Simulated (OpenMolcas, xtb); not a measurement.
# GaCl2O (SMILES [O][Ga]([Cl])[Cl]): the electronic atomisation energy, rung by rung

GaCl2O: 4 atoms, total charge 0, spin state doublet. As SMILES, `[O][Ga]([Cl])[Cl]`. Geometry: relaxed at PBE0-D4/def2-TZVP.

Quantity: the electronic atomisation energy, in eV. The values are calculated. Electronic energies at fixed atoms, without zero-point motion or spin-orbit coupling.

```json
{"level": "GFN0-xTB", "kind": "semi-empirical", "program": "xtb", "value (eV)": "15.37", "CPU time (all runs)": "under 2 s"}
{"level": "UHF/aug-cc-pVDZ", "kind": "Hartree–Fock", "program": "OpenMolcas", "value (eV)": "7.27", "CPU time (all runs)": "33 s"}
{"level": "USVWN5/aug-cc-pVDZ", "kind": "LDA", "program": "OpenMolcas", "value (eV)": "12.48", "CPU time (all runs)": "50 s"}
{"level": "UPBE/aug-cc-pVDZ", "kind": "GGA", "program": "OpenMolcas", "value (eV)": "10.69", "CPU time (all runs)": "68 s"}
{"level": "UTPSS/aug-cc-pVDZ", "kind": "meta-GGA", "program": "OpenMolcas", "value (eV)": "10.49", "CPU time (all runs)": "2.3 min"}
{"level": "UB3LYP/aug-cc-pVDZ", "kind": "global hybrid", "program": "OpenMolcas", "value (eV)": "9.93", "CPU time (all runs)": "86 s"}
```

All-electron rows without a relativistic Hamiltonian named are non-relativistic. The values span 7.27 to 15.37 eV. GFN0-xTB: no spin polarisation, so open shells miss the exchange term that lowers them. Times are those of the runs behind each value, whatever else they computed, on shared processors of several kinds: orders of magnitude only.

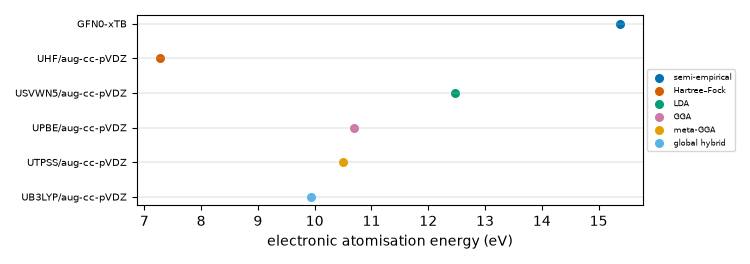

The values of the table, level by level.
